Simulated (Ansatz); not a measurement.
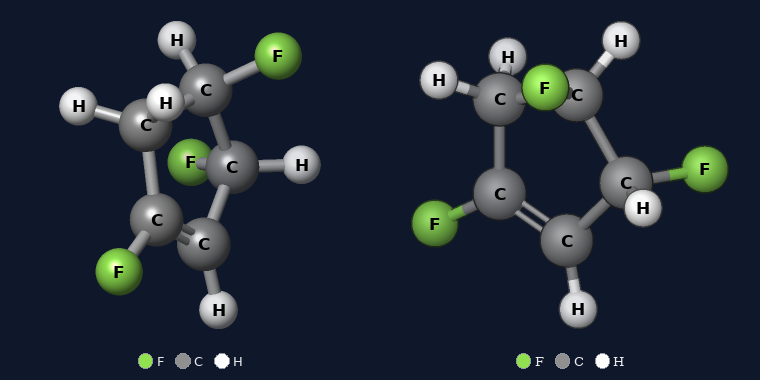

Two views of one molecule.

Count the atoms of each element.

Answer. C₅H₅F₃, 13 atoms: 5 carbon, 5 hydrogen and 3 fluorine.

Count the bonded pairs by element.

Answer. 5 C–C, 5 C–H, 3 C–F.

Name functional groups in it.

Answer. Among them: alkene, C–F bond.

The parts below concern this one geometry. Atoms keep their numbers from picture to picture. The computed structure is the end point of a PBE0-D4/def2-TZVP optimisation.

## Geometry

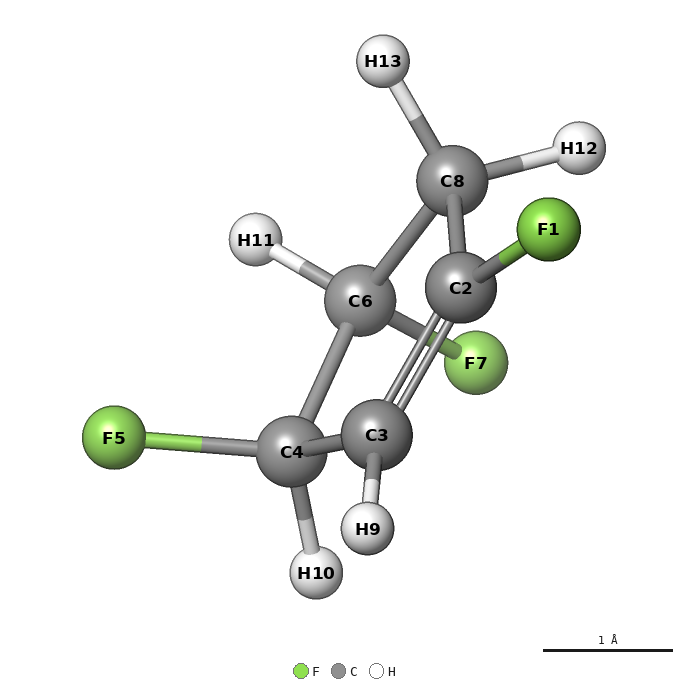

The atoms are numbered.

Give these bond angles: C2–C3–C4, C2–C3–H9, C2–C8–H12, C2–C8–H13, C3–C4–F5, C3–C4–C6, C4–C6–H11, F5–C4–H10, C6–C4–H10, C6–C8–H12, C6–C8–H13, C8–C6–H11.

```json
{"angle": "C2–C3–C4", "degrees": "109.2"}
{"angle": "C2–C3–H9", "degrees": "126.2"}
{"angle": "C2–C8–H12", "degrees": "112.5"}
{"angle": "C2–C8–H13", "degrees": "111.3"}
{"angle": "C3–C4–F5", "degrees": "110.8"}
{"angle": "C3–C4–C6", "degrees": "105.1"}
{"angle": "C4–C6–H11", "degrees": "110.2"}
{"angle": "F5–C4–H10", "degrees": "106.7"}
{"angle": "C6–C4–H10", "degrees": "110.1"}
{"angle": "C6–C8–H12", "degrees": "110.2"}
{"angle": "C6–C8–H13", "degrees": "113.2"}
{"angle": "C8–C6–H11", "degrees": "113.8"}
```

## Levels of theory compared

Program: Ansatz 0.2.0.

Tabulate HOMO energy (eV), dipole (D) at these levels: B3LYP-D4/def2-TZVPP; PBE-D4/def2-TZVPP; r2SCAN-D4/def2-TZVPP; ωB97M-V/def2-TZVPP.

| level | HOMO energy (eV) | dipole (D) |
| --- | --- | --- |
| B3LYP-D4/def2-TZVPP | −7.63 | 0.75 |
| PBE-D4/def2-TZVPP | −6.60 | 0.79 |
| r2SCAN-D4/def2-TZVPP | −6.84 | 0.80 |
| ωB97M-V/def2-TZVPP | −10.08 | 0.76 |

## Vibrations

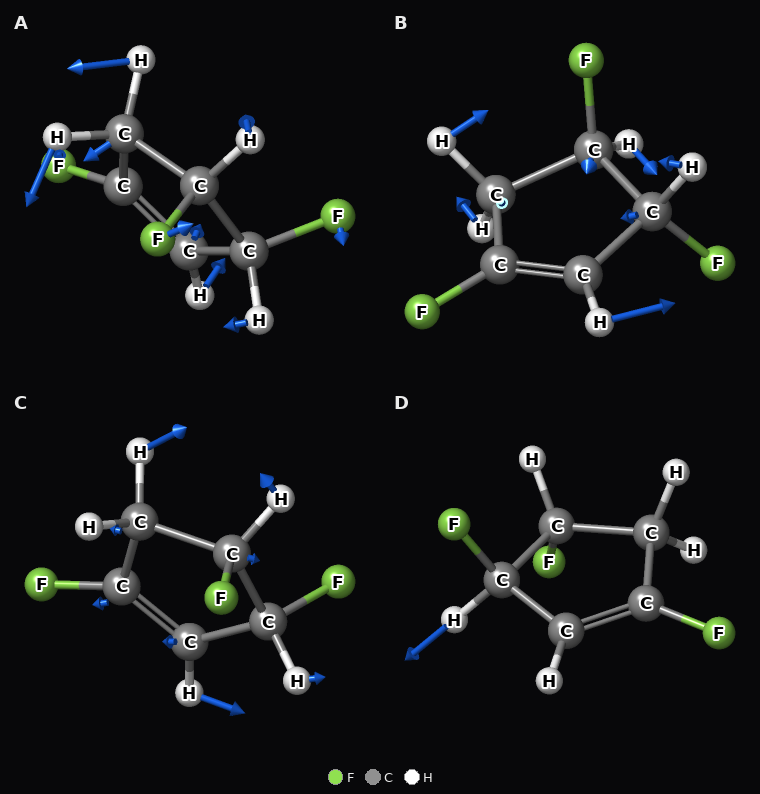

4 normal modes of one molecule or complex, as arrows. Harmonic vibrations computed with RKS PBE0-D4/def2-TZVP (Ansatz 0.2.0) at a stationary point of the same level.

Match the panels to the wavenumbers 55 cm⁻¹, 964 cm⁻¹, 1231 cm⁻¹, 3090 cm⁻¹.

Answer. A: 55 cm⁻¹, a torsion or out-of-plane motion in which bond lengths and bond angles hardly change
B: 964 cm⁻¹
C: 1231 cm⁻¹
D: 3090 cm⁻¹, C–H stretching

## Charges

The questions are on Mulliken charges. Method: RKS r2SCAN-D4/def2-TZVPP (Ansatz 0.2.0).

Give the Mulliken charges atom by atom.

```csv
atom,value (e)
F1,−0.19
C2,0.22
C3,−0.23
C4,0.25
F5,−0.24
C6,0.18
F7,−0.24
C8,−0.04
H9,0.10
H10,0.03
H11,0.03
H12,0.07
H13,0.05
```

Mulliken values depend strongly on the basis set and can even reverse the polarity of a bond.
